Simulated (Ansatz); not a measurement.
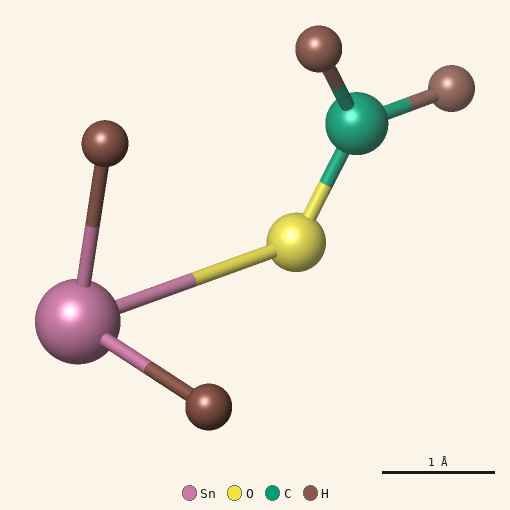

The picture shows a molecular structure as a ball-and-stick model. Every bond is drawn as one stick, whatever its order.

The geometry was computed by an optimisation with PBE0-D4/def2-TZVP.

What does the picture show?

The molecule is CH4OSn. The point group is C1. Coordination: 1 Sn trigonal pyramidal; 1 O bent; 1 C trigonal planar.

The parts below concern this one geometry. Atoms keep their numbers from picture to picture.

## Electronic properties

Level of theory: RKS PBE0-D4/def2-TZVP, core potentials on Sn (Ansatz 0.2.0).

Computed properties:

- dipole moment: 3.76 D
- harmonic zero-point energy: 106.6 kJ/mol
- dispersion correction: −9.9 kJ/mol

## Vibrations

Harmonic vibrations computed with RKS PBE0-D4/def2-TZVP, core potentials on Sn (Ansatz 0.2.0) at a stationary point of the same level.

List the wavenumbers.

15 modes: 109, 178, 250, 281, 479, 557, 772, 1217, 1264, 1504, 1651, 1711, 1793, 2976, 3079 cm⁻¹.

## Charges

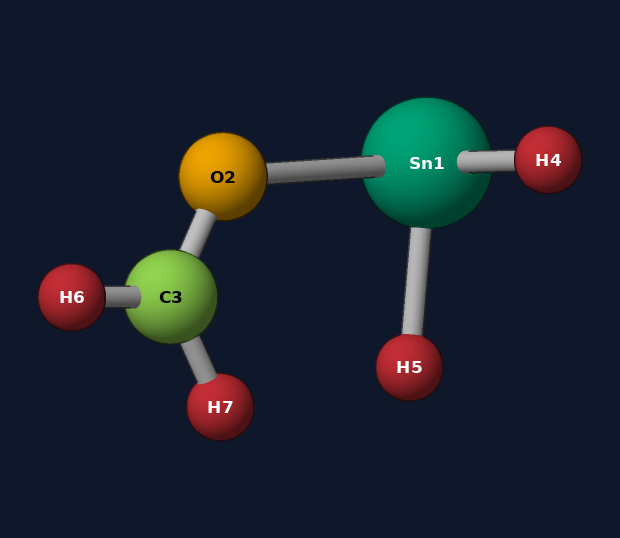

The questions are on Mulliken charges. Method: RKS PBE0-D4/def2-TZVP, core potentials on Sn (Ansatz 0.2.0).

Give the Mulliken charges atom by atom.

| atom | value (e) |
| --- | --- |
| Sn1 | 0.14 |
| O2 | −0.26 |
| C3 | 0.11 |
| H4 | −0.11 |
| H5 | −0.16 |
| H6 | 0.14 |
| H7 | 0.14 |

Mulliken values depend strongly on the basis set and can even reverse the polarity of a bond.
